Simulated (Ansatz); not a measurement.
Geometry relaxation, with input and output: CH6FNSSi (part 2 of 2)

CH6FNSSi, SMILES NC(F)([SiH3])S; RKS PBE-D4/def2-SVP (Ansatz 0.2.0). The geometry: force-field start.

Geometry of the input (Å):
```
N  0.0378  0.9725  1.1913
C  0.1448  0.5600  -0.1916
F  1.0605  1.3669  -0.7599
Si 0.7651  -1.2003  -0.3312
S  -1.4100  0.8179  -1.0842
H  -0.9243  0.7380  1.5120
H  -0.0264  2.0365  1.1302
H  0.9049  -1.6331  -1.7488
H  -0.3362  -2.0998  0.3058
H  1.9728  -1.4907  0.4090
H  -2.1236  -0.1249  -0.4121
```

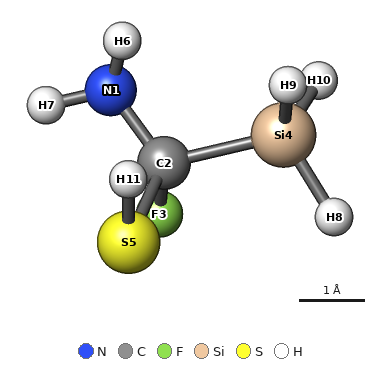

Figure 1. The geometry at step 6 of the log (ball-and-stick view, seen at a tilt; atoms are numbered from 1 in the order of the input).

### The program's output, continued
```
relax step  11: F+E_penalty+E_count = -24029.76838745 eV  Δ(F+E_penalty+E_count) = -5.497e-4 eV  max|allowed force component| = 4.671e-2 eV/Å  Δτ_max = 0.0507 Å  (29 SCF iters, accepted)
these checks for a lower state are left out or cut short: starts, cluster_reference, orbital_swaps, neighbouring_geometries, increment
1227 factors; their error is unknown
mean field evaluation 96: about -24029.5007 eV, gradient 1.3e-5 eV
mean field -24029.50065501 eV, -883.0678612909 hartree, gradient 1.3e-5 eV, S^2 0.000000; 0 other end points of the search recorded, 0 dependent functions left out
the calculation of the forces begins
reference -24029.50068867 eV, -883.0678625281 hartree; 29, 29 occupied and 79, 79 virtual orbitals, 1227 factors
relax step  12: F+E_penalty+E_count = -24029.76864810 eV  Δ(F+E_penalty+E_count) = -2.606e-4 eV  max|allowed force component| = 2.273e-2 eV/Å  Δτ_max = 0.0197 Å  (32 SCF iters, accepted)
1227 factors; their error is unknown
mean field -24029.50065501 eV, -883.0678612909 hartree, gradient 1.8e-5 eV, S^2 0.000000; 1 other end points of the search recorded, 0 dependent functions left out
the calculation of the forces begins
reference -24029.50068867 eV, -883.0678625281 hartree; 29, 29 occupied and 79, 79 virtual orbitals, 1227 factors
Total energy: -24029.76868176 eV, -883.0777110926 hartree
Atom 0 at     0.024593     1.098560     1.104429 Å, force    -0.017508    -0.001133     0.022727 eV/Å
Atom 1 at     0.154980     0.589182    -0.197952 Å, force    -0.019840    -0.002148    -0.007065 eV/Å
Atom 2 at     1.113283     1.333405    -0.903768 Å, force     0.004529     0.001011    -0.005276 eV/Å
Atom 3 at     0.700973    -1.257717    -0.280388 Å, force    -0.003658    -0.012057    -0.002777 eV/Å
Atom 4 at    -1.375144     0.807164    -1.314813 Å, force     0.013439    -0.005549     0.004118 eV/Å
Atom 5 at    -0.309492     0.424509     1.798123 Å, force     0.010745     0.015117    -0.020953 eV/Å
Atom 6 at    -0.519072     1.969737     1.150365 Å, force     0.006857    -0.009301     0.006017 eV/Å
Atom 7 at     0.937085    -1.621976    -1.712077 Å, force     0.002825     0.004956    -0.000001 eV/Å
Atom 8 at    -0.400496    -2.100920     0.307335 Å, force    -0.000496     0.002952     0.002829 eV/Å
Atom 9 at     1.956599    -1.468804     0.523164 Å, force     0.001244     0.003274    -0.000355 eV/Å
Atom 10 at    -2.217908     0.169860    -0.453917 Å, force     0.001864     0.002877     0.000737 eV/Å
Dipole moment:    -0.327120    -0.186452     0.493615 e Å
```

### Trajectory as extended XYZ (Å, eV, eV/Å), 10 of the 12 frames kept, from step=1 to step=12
```
11
Properties=species:S:1:pos:R:3:forces:R:3 step=1 energy=-24029.35569
N     0.0378    0.9725    1.1913   -0.4868   1.2410   0.4258
C     0.1448    0.5600   -0.1916   -0.3483  -0.2132   1.5321
F     1.0605    1.3669   -0.7599    1.0928   1.1248  -0.9742
Si    0.7651   -1.2003   -0.3312   -1.4149  -1.7364   0.0638
S    -1.4100    0.8179   -1.0842   -1.1753   0.2919  -1.3187
H    -0.9243    0.7380    1.5120    0.5213  -0.1521   0.0625
H    -0.0264    2.0365    1.1302    0.1957  -1.0663   0.1977
H     0.9049   -1.6331   -1.7488    0.0733   0.0853  -0.2440
H    -0.3362   -2.0998    0.3058    0.4535   0.4426  -0.3018
H     1.9728   -1.4907    0.4090    0.9957   0.0426   0.4980
H    -2.1236   -0.1249   -0.4121    0.0929  -0.0602   0.0589
11
Properties=species:S:1:pos:R:3:forces:R:3 step=2 energy=-24029.61792
N     0.0747    0.9890    1.2073   -0.6757   0.6166  -0.3289
C     0.1225    0.5745   -0.1878    0.1363  -0.2072   1.0188
F     1.0534    1.3698   -0.8044    0.4779   0.4077  -0.3035
Si    0.7053   -1.2356   -0.2992   -0.2040  -0.5691  -0.1172
S    -1.4170    0.8118   -1.1844   -0.5935   0.1783  -0.3702
H    -0.8332    0.6828    1.6127    0.4517  -0.0923  -0.0770
H    -0.0269    2.0307    1.1774    0.1200  -0.3948   0.1319
H     0.8760   -1.6097   -1.7411   -0.0098  -0.0233  -0.0164
H    -0.3754   -2.0987    0.3282    0.1600   0.1016  -0.0632
H     1.9941   -1.4236    0.4222    0.1853  -0.0125   0.1348
H    -2.1081   -0.1479   -0.5104   -0.0483  -0.0049  -0.0091
11
Properties=species:S:1:pos:R:3:forces:R:3 step=3 energy=-24029.68807
N     0.0760    1.0256    1.1966   -0.5368  -0.1483  -0.4252
C     0.1308    0.5782   -0.1840    0.1626   0.1550   0.6912
F     1.0705    1.3784   -0.8205    0.0264  -0.0678  -0.0255
Si    0.7064   -1.2643   -0.2957    0.1518   0.0701  -0.0770
S    -1.4309    0.8500   -1.2101   -0.1345   0.0245  -0.1399
H    -0.7617    0.6121    1.6550    0.4632   0.0758  -0.1350
H    -0.1033    2.0461    1.1823    0.0261  -0.0931   0.0355
H     0.8701   -1.6471   -1.7389   -0.0119   0.0165   0.0501
H    -0.3486   -2.1182    0.3434   -0.0667  -0.0443   0.0539
H     2.0140   -1.4270    0.4364   -0.0858  -0.0034  -0.0436
H    -2.1579   -0.0908   -0.5439    0.0056   0.0151   0.0156
11
Properties=species:S:1:pos:R:3:forces:R:3 step=5 energy=-24029.74818
N     0.0500    1.0646    1.1518   -0.1305   0.1479   0.1017
C     0.1562    0.5890   -0.1691    0.0105  -0.1386  -0.2275
F     1.1058    1.3645   -0.8309   -0.0190  -0.0263  -0.0303
Si    0.7081   -1.2616   -0.2880   -0.0634   0.0655   0.0343
S    -1.3979    0.8289   -1.2867    0.0592  -0.0555   0.0840
H    -0.5750    0.4880    1.7266    0.0695   0.0085  -0.0027
H    -0.2989    2.0363    1.1549   -0.0122  -0.0765   0.0787
H     0.8594   -1.6363   -1.7287    0.0052   0.0052  -0.0067
H    -0.3544   -2.1054    0.3692    0.0027   0.0129  -0.0159
H     2.0079   -1.4525    0.4413    0.0215  -0.0091   0.0068
H    -2.1958    0.0275   -0.5199    0.0565   0.0659  -0.0224
11
Properties=species:S:1:pos:R:3:forces:R:3 step=6 energy=-24029.75643
N     0.0335    1.0846    1.1228   -0.1522  -0.1474  -0.0120
C     0.1508    0.5859   -0.1921    0.1360   0.1936   0.1044
F     1.1085    1.3578   -0.8493    0.0532  -0.0149  -0.2284
Si    0.7018   -1.2576   -0.2835    0.0153  -0.0222   0.0155
S    -1.3798    0.7872   -1.3310    0.1880   0.0977   0.0460
H    -0.4396    0.4412    1.7629   -0.0118  -0.0277   0.0343
H    -0.4230    2.0051    1.1613   -0.0199   0.0317  -0.0370
H     0.8889   -1.6338   -1.7180    0.0028   0.0001  -0.0297
H    -0.3884   -2.0879    0.3431    0.0231  -0.0148   0.0105
H     1.9909   -1.4598    0.4686   -0.0356  -0.0062   0.0164
H    -2.1782    0.1203   -0.4642   -0.1989  -0.0900   0.0801
11
Properties=species:S:1:pos:R:3:forces:R:3 step=7 energy=-24029.76281
N     0.0261    1.0893    1.1131   -0.2565  -0.2753   0.2854
C     0.1655    0.5877   -0.1965   -0.0717   0.1294   0.0971
F     1.1172    1.3539   -0.8729    0.0334  -0.0234  -0.0974
Si    0.7074   -1.2579   -0.2810    0.0305  -0.0379   0.0034
S    -1.3674    0.7875   -1.3278   -0.0049  -0.0089   0.0722
H    -0.4021    0.4154    1.7712    0.1832   0.3090  -0.2706
H    -0.4766    1.9894    1.1527    0.0494  -0.1209  -0.0328
H     0.8981   -1.6302   -1.7169    0.0090  -0.0076  -0.0089
H    -0.3824   -2.0894    0.3457    0.0100   0.0097  -0.0059
H     1.9877   -1.4694    0.4828   -0.0108   0.0005   0.0042
H    -2.2080    0.1665   -0.4499    0.0284   0.0254  -0.0468
11
Properties=species:S:1:pos:R:3:forces:R:3 step=8 energy=-24029.76397
N     0.0334    1.0831    1.1242    0.1358   0.0705  -0.2595
C     0.1669    0.5902   -0.1932   -0.1162   0.0283   0.1102
F     1.1151    1.3512   -0.8809    0.0106  -0.0048   0.0322
Si    0.7105   -1.2574   -0.2809    0.0080  -0.0190  -0.0049
S    -1.3719    0.8106   -1.3082   -0.0775  -0.0649   0.0522
H    -0.4287    0.4269    1.7527   -0.0615  -0.1416   0.1455
H    -0.4538    1.9877    1.1535   -0.0212   0.0450   0.0018
H     0.8968   -1.6323   -1.7179    0.0066  -0.0010   0.0093
H    -0.3748   -2.0897    0.3514   -0.0067   0.0061  -0.0098
H     1.9890   -1.4685    0.4843    0.0052   0.0071  -0.0055
H    -2.2172    0.1413   -0.4645    0.1170   0.0744  -0.0716
11
Properties=species:S:1:pos:R:3:forces:R:3 step=10 energy=-24029.76784
N     0.0274    1.0915    1.1119   -0.0862  -0.0281   0.0249
C     0.1555    0.5863   -0.1947    0.0561   0.0775  -0.0362
F     1.1152    1.3387   -0.8910   -0.0342  -0.0389   0.0096
Si    0.7063   -1.2582   -0.2805   -0.0048  -0.0162   0.0043
S    -1.3710    0.8034   -1.3201    0.0158   0.0003   0.0341
H    -0.3601    0.4208    1.7828    0.0327   0.0337  -0.0276
H    -0.4970    1.9762    1.1523    0.0238  -0.0260  -0.0058
H     0.9165   -1.6278   -1.7149    0.0026   0.0024   0.0025
H    -0.3867   -2.0947    0.3319    0.0012  -0.0093  -0.0020
H     1.9764   -1.4657    0.5008   -0.0045   0.0047  -0.0004
H    -2.2172    0.1724   -0.4580   -0.0026   0.0000  -0.0034
11
Properties=species:S:1:pos:R:3:forces:R:3 step=11 energy=-24029.76839
N     0.0269    1.0985    1.1070    0.0021   0.0387  -0.0383
C     0.1564    0.5901   -0.1966   -0.0467  -0.0030   0.0128
F     1.1140    1.3348   -0.9012    0.0084   0.0006  -0.0052
Si    0.6970   -1.2581   -0.2811    0.0172   0.0050  -0.0032
S    -1.3756    0.8098   -1.3133    0.0287  -0.0036   0.0054
H    -0.3127    0.4277    1.7995   -0.0059  -0.0234   0.0043
H    -0.5125    1.9725    1.1506    0.0064  -0.0092   0.0132
H     0.9331   -1.6197   -1.7135   -0.0044  -0.0028   0.0031
H    -0.4041   -2.0990    0.3108    0.0010   0.0024  -0.0043
H     1.9546   -1.4665    0.5196    0.0028  -0.0075   0.0040
H    -2.2117    0.1528   -0.4614   -0.0095   0.0028   0.0081
11
Properties=species:S:1:pos:R:3:forces:R:3 step=12 energy=-24029.76865
N     0.0246    1.0986    1.1044   -0.0175  -0.0011   0.0227
C     0.1550    0.5892   -0.1980   -0.0198  -0.0021  -0.0071
F     1.1133    1.3334   -0.9038    0.0045   0.0010  -0.0053
Si    0.7010   -1.2577   -0.2804   -0.0037  -0.0121  -0.0028
S    -1.3751    0.8072   -1.3148    0.0134  -0.0055   0.0041
H    -0.3095    0.4245    1.7981    0.0107   0.0151  -0.0210
H    -0.5191    1.9697    1.1504    0.0069  -0.0093   0.0060
H     0.9371   -1.6220   -1.7121    0.0028   0.0050   0.0000
H    -0.4005   -2.1009    0.3073   -0.0005   0.0030   0.0028
H     1.9566   -1.4688    0.5232    0.0012   0.0033  -0.0004
H    -2.2179    0.1699   -0.4539    0.0019   0.0029   0.0007
```

### Results in brief

```tsv
quantity	value
outcome	converged
total energy	−24029.7687 eV
mean-field energy	−24029.5007 eV
dispersion energy	−0.2680 eV
SCF solution under orbital rotations	stable
largest force (length of the vector) at the end	0.029 eV/Å
dipole moment	2.98 D
hardware	4 threads of Arm Neoverse V1, 23 GiB of memory available, shared host
wall time	19 s (CPU time 67 s)
peak memory	0.18 GiB
```
